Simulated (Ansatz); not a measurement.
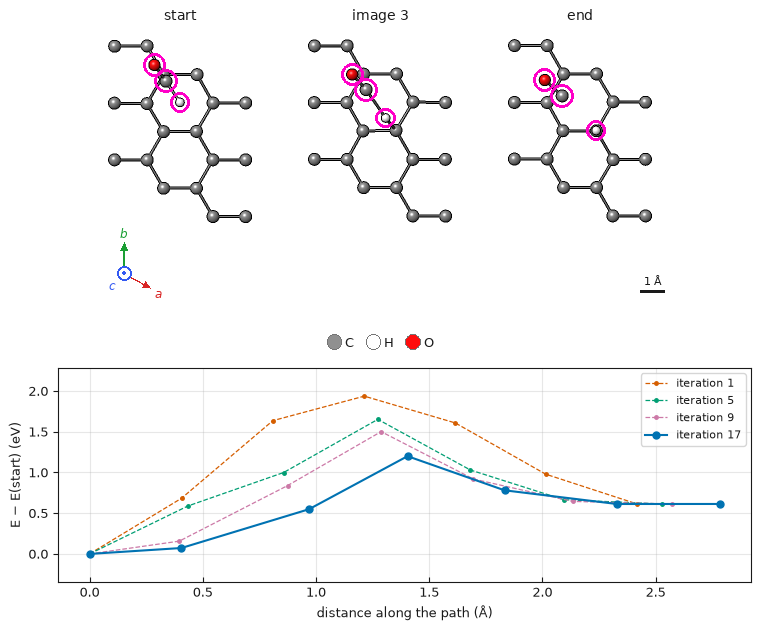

NEB run on HCO on graphene monolayer (21 atoms in the cell). Images are numbered from 0 (start) to 6 (end). The plot follows the band through its iterations. Style: ball-and-stick. Shown: the simulation cell, with the vacuum cut short (origin moved), along the c axis. The atoms that move most are ringed. Bonds to atoms that aren't drawn are left out.

Computed with DFT PBEsol, scalar-relativistic, plane waves, PAW (Ansatz). Set-up: plane-wave cutoff 420 eV; k-point mesh 2 × 2 × 1; Fermi-Dirac smearing 0.05 eV; spin collinear; 5 movable images; climbing image; force threshold 0.05 eV/Å; iteration limit 17; spring constant 1.0 eV/Å²; optimiser L-BFGS; starting path by image-dependent pair potential.

Q: Judge this run.

A: The result isn't final. The band hadn't converged when the run stopped after 17 iterations. The barrier read from it is provisional: over the last two iterations the highest image moved from 1.22 eV to 1.20 eV. The largest force component is 0.01 eV/Å at the start and 0.46 eV/Å at the end; an end with forces this large is no minimum, and the barrier measured from it can be far off. The first iteration put the highest image at 1.94 eV. Forward barrier 1.20 eV, backward barrier 0.59 eV, with image 3 at the top; the reaction energy is +0.61 eV.

Limits of the set-up: the periodic images lie only 7.4 Å apart, so the values are limited by the cell's size.
